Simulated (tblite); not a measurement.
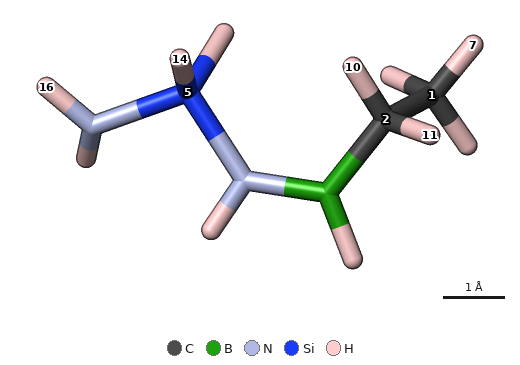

*The structure (stick view, seen at a tilt; atoms are numbered from 1 in the order of the input).*

## C₂H₁₁BN₂Si: frequency calculation

- system: C₂H₁₁BN₂Si, SMILES CCBN[SiH2]N
- method: GFN2-xTB harmonic vibrations, gas phase (tblite 0.8.0)

It belongs to a series of runs on one base structure; here: H on B replaced by C2H5.

The program's output
```
mode    cm-1     km/mol
  1      35.2      0.37
  2      57.7      0.49
  3     146.1      0.81
  4     158.9      0.92
  5     201.7      1.43
  6     222.8      6.34
  7     242.5      9.41
  8     315.0      2.98
  9     460.2      2.30
 10     532.4     55.37
 11     567.2    242.68
 12     575.1     48.87
 13     623.4     24.87
 14     721.5    108.69
 15     738.8    104.58
 16     778.0     84.60
 17     788.7     86.95
 18     798.3    110.45
 19     841.9    179.66
 20     877.7     71.79
 21     893.9    206.27
 22     997.5     44.94
 23    1041.1     15.65
 24    1061.5      8.52
 25    1083.1     34.71
 26    1243.5      6.50
 27    1254.9     32.96
 28    1301.9     23.11
 29    1379.0    473.08
 30    1406.0     10.25
 31    1502.9      1.39
 32    1509.7      1.07
 33    1514.3      1.99
 34    1535.3     49.90
 35    2171.5    384.53
 36    2240.5    241.29
 37    2565.3    219.43
 38    2961.4     68.30
 39    2979.1     48.44
 40    3006.5     68.23
 41    3023.5     69.88
 42    3030.2     36.18
 43    3430.2      3.46
 44    3469.9      3.81
 45    3515.8      0.99
```

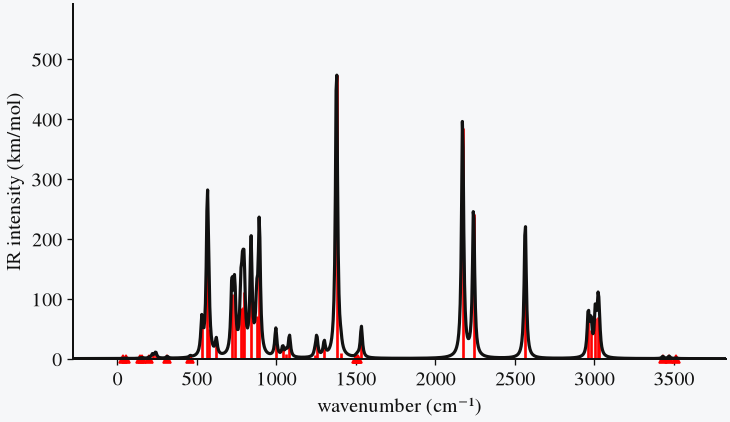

*Harmonic infrared spectrum, unscaled: sticks (degenerate modes added up, dark ones marked on the axis) with a Lorentzian envelope of 16 cm⁻¹ full width, scaled to the tallest stick.*

45 modes from 35 to 3516 cm⁻¹, none imaginary. The strongest line is at 1379 cm⁻¹ (473 km/mol).

The run was set up as follows.

Input file
```
{"job": {"kind": "ir", "xc": "GFN2-xTB", "basis": "xTB"}, "charge": 0, "multiplicity": 1}
C     -2.483774    -0.370355     0.224574
C     -1.555746     0.827502    -0.013756
B     -0.510190     0.520180    -1.171026
N      0.797657     0.148193    -0.864706
Si     1.602494    -0.038845     0.670281
N      3.170213    -0.593832     0.207313
H     -3.212459    -0.153247     1.004350
H     -3.022267    -0.621066    -0.687045
H     -1.905888    -1.241112     0.527255
H     -1.053968     1.067542     0.925866
H     -2.177815     1.688375    -0.271890
H     -0.837958     0.567204    -2.300975
H      1.408715    -0.024444    -1.650500
H      1.826004     1.244017     1.339368
H      0.826109    -0.963070     1.510600
H      3.880354    -0.633764     0.919152
H      3.241521    -1.411248    -0.378769
```

The first line tells a small driver script what to run in tblite; the rest is the geometry in Å.

Launched with:
```bash
OMP_NUM_THREADS=1 python <driver script> task.json out
```

Key numbers

```tsv
quantity	value
outcome	converged
total energy	−510.6289 eV
zero-point energy	85.4900 kcal/mol
hardware	1 CPU thread, shared host
wall time	0.51 s
peak memory	0.18 GiB
```
